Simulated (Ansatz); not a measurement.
## Nb, response to strain

Start from Nb in the bcc (W type) structure (space group Im-3m, No. 229; a = 3.304 Å; relaxed with 0.1 eV smearing).

Strains are applied to the cell and any free atomic positions relax.

Computed with r2SCAN (Ansatz, an electronic-structure program), no SOC.

Notes on the quantities. energy relative to the base: free energy F.

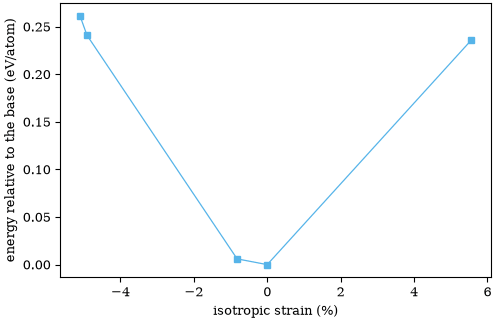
Energy relative to the base against isotropic strain

From the plot, what is the energy relative to the base for isotropic strain +5.56 %?

About 0.24 eV/atom.

Is the trend monotonic over the range shown?

No, it turns within the range, spanning 0 meV/atom to +0.261 eV/atom.

Stability against distortions was not tested. The final runs are not spin-polarised.
